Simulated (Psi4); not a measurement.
**S2O (Disulfur monoxide): SCAN/cc-pVQZ (density fitting, sweep point 3)**

Aim: the vertical electron affinity of S2O (Disulfur monoxide) at SCAN/cc-pVQZ (density fitting, sweep point 3), from 2 runs. 

The results are computed with Psi4 1.11.

### 1 Starting point

The species is S2O (3 atoms), meant as a singlet with charge 0. As SMILES, `O=S=S`. The coordinates come from a PBE0-D4/def2-TZVP relaxation.

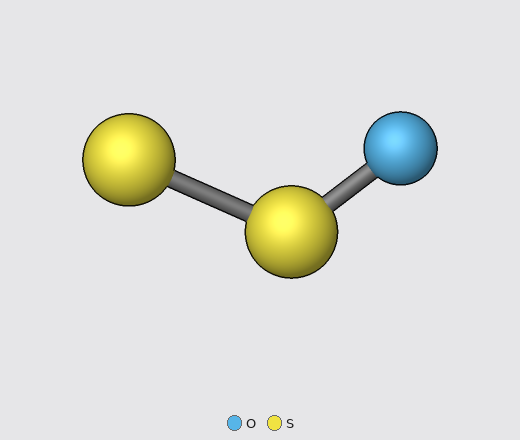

The structure, seen from a chosen angle (oxygen blue, sulfur yellow).

### 2 A single-point energy at SCAN/cc-pVQZ (density fitting, sweep point 3)

input.inp

```
memory 1600 MB

molecule {
  O      0.451630     1.204020     0.493170
  S      0.529120    -0.205510     0.148940
  S     -0.980740    -0.998510    -0.642110
  units angstrom
  symmetry c1
}

set {
  basis cc-pVQZ
  reference rks
  puream true
  scf_type df
  dft_radial_points 99
  dft_spherical_points 590
}

energy_value, wavefunction = energy("scan", return_wfn=True)
print_variables()
```

Launch:

```console
$ psi4 -n 1 input.inp input.out
```

input.out:

```text
[...]
  Running in c1 symmetry.
[...]
  Nuclear repulsion =  142.341724241183556
[...]
  Multiplicity = 1
[...]
  Nalpha       = 20
  Nbeta        = 20
[...]
    Number of basis functions: 173
[...]
   @DF-RKS iter   1:  -871.51178291794679    1.67505e-01   4.32526e-03 DIIS/ADIIS
[...]
   @DF-RKS iter  10:  -871.70749950430400   -1.90000e-07   9.23828e-07 DIIS
[...]
    Orbital Energies [Eh]
    ---------------------
    Doubly Occupied:
       1A    -88.706426     2A    -88.585627     3A    -18.990756
       4A     -8.001037     5A     -7.895677     6A     -5.947236
       7A     -5.946043     8A     -5.941699     9A     -5.840819
      10A     -5.840555    11A     -5.834053    12A     -1.059598
      13A     -0.791995    14A     -0.575962    15A     -0.437957
      16A     -0.432661    17A     -0.426742    18A     -0.302045
      19A     -0.285653    20A     -0.264016
[...]
  @DF-RKS Final Energy:  -871.70749950430400
   => Energetics <=
    Nuclear Repulsion Energy =            142.3417242411835559
    One-Electron Energy =               -1485.7463522910477423
    Two-Electron Energy =                 531.7149656993818780
    DFT Exchange-Correlation Energy =     -60.0178371538216453
    Empirical Dispersion Energy =           0.0000000000000000
    VV10 Nonlocal Energy =                  0.0000000000000000
    Total Energy =                       -871.7074995043039962
[...]
 Multipole Moments:
 ------------------------------------------------------------------------------------
     Multipole            Electronic (a.u.)      Nuclear  (a.u.)        Total (a.u.)
 ------------------------------------------------------------------------------------
 L = 1.  Multiply by 2.5417464519 to convert [e a0] to [Debye]
 Dipole X            :          0.1205929           -0.0060304            0.1145626
 Dipole Y            :         -0.5175101           -0.0124971           -0.5300072
 Dipole Z            :          0.0000000            0.0000000            0.0000000
 Magnitude           :                                                    0.5422473
[...]
```

Run time: 41 s. Hardware: 1 thread of Intel Xeon at 2.70GHz, shared host; peak memory 1.3 GiB.

### 3 The doublet anion at the same level

job.inp

```
memory 1600 mb

molecule {
  -1 2
  O      0.451630     1.204020     0.493170
  S      0.529120    -0.205510     0.148940
  S     -0.980740    -0.998510    -0.642110
  symmetry c1
}

set {
  basis cc-pVQZ
  reference uks
  puream true
  scf_type df
  dft_radial_points 99
  dft_spherical_points 590
  maxiter 100
}

e_tot = energy('scan')
print_variables()
```

Launch:

```console
$ psi4 -i job.inp -o job.out -n 1
```

job.out:

```text
[...]
  Running in c1 symmetry.
[...]
  Nuclear repulsion =  142.341724241183556
[...]
  Multiplicity = 2
[...]
  Nalpha       = 21
  Nbeta        = 20
[...]
    Number of basis functions: 173
[...]
   @DF-UKS iter   1:  -871.49091677591412    1.88371e-01   4.88172e-03 ADIIS/DIIS
[...]
   @DF-UKS iter  11:  -871.76732897397460   -7.54347e-08   5.86371e-07 DIIS
[...]
   @S^2 Observed:                7.568096084E-01
[...]
    Orbital Energies [Eh]
    ---------------------
    Alpha Occupied:
       1A    -88.414785     2A    -88.313388     3A    -18.719865
       4A     -7.713386     5A     -7.625150     6A     -5.659347
       7A     -5.658784     8A     -5.654977     9A     -5.570943
      10A     -5.568379    11A     -5.565131    12A     -0.800343
      13A     -0.533588    14A     -0.326299    15A     -0.188030
      16A     -0.186969    17A     -0.177407    18A     -0.059075
      19A     -0.038620    20A     -0.022455    21A      0.055921
    Alpha Virtual:
      22A      0.204302    23A      0.226981    24A      0.326838
      25A      0.343021    26A      0.345162    27A      0.356927
[...]
  @DF-UKS Final Energy:  -871.76732897397460
   => Energetics <=
    Nuclear Repulsion Energy =            142.3417242411835559
    One-Electron Energy =               -1496.4893936031674002
    Two-Electron Energy =                 542.7348910512720295
    DFT Exchange-Correlation Energy =     -60.3545506632627919
    Empirical Dispersion Energy =           0.0000000000000000
    VV10 Nonlocal Energy =                  0.0000000000000000
    Total Energy =                       -871.7673289739745996
[...]
 Multipole Moments:
 ------------------------------------------------------------------------------------
     Multipole            Electronic (a.u.)      Nuclear  (a.u.)        Total (a.u.)
 ------------------------------------------------------------------------------------
 L = 1.  Multiply by 2.5417464519 to convert [e a0] to [Debye]
 Dipole X            :          0.3349065           -0.0060304            0.3288761
 Dipole Y            :         -0.2374939           -0.0124971           -0.2499910
 Dipole Z            :          0.0000000            0.0000000            0.0000000
 Magnitude           :                                                    0.4131041
[...]
```

Run time: 69 s. Hardware: 1 thread of Intel Xeon at 2.70GHz, shared host; peak memory 1.3 GiB.

### 4 Outcome

Level: SCAN/cc-pVQZ (density fitting, sweep point 3).

| quantity | value |
| --- | --- |
| singlet S2O: total energy | -871.70750 Eh |
| singlet S2O: dipole moment | 1.38 D |
| singlet S2O: HOMO energy | -7.18 eV |
| singlet S2O: LUMO energy | -4.79 eV |
| singlet S2O: HOMO–LUMO gap | 2.40 eV |
| doublet anion: total energy | -871.76733 Eh |
| doublet anion: HOMO energy (highest over α and β) | 1.52 eV |
| doublet anion: LUMO energy (lowest over α and β) | 2.92 eV |
| doublet anion: ⟨S²⟩ | 0.757 |
| vertical electron affinity (to the doublet anion) | 1.628 eV |

What this shows: At fixed nuclei the extra electron is bound by 1.63 eV (38 kcal/mol). The HOMO (doublet anion) lies at positive energy, 1.52 eV, as semi-local functionals often give for anions; only total energies tell whether the electron is bound.
